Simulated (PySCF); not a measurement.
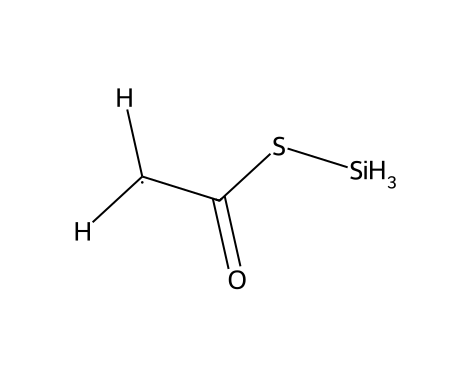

Charge 0, doublet. The computed structure is the end point of a GFN2-xTB optimisation. No frequency run is at hand to confirm it as a minimum. Properties computed with UKS B3LYP, pcH-1 on C H O S Si, non-relativistic (PySCF 2.14.0).

What does the calculation give?

The species is C₂H₅OSSi (`[CH2]C(=O)S[SiH3]`).
- ⟨S²⟩ of the determinant: 0.759
- isotropic g value: 2.00648

The geometry is semi-empirical. Around Si such bond lengths and angles can be off by a tenth of an ångström or more and by several degrees, and values that hang on the shape move with them.
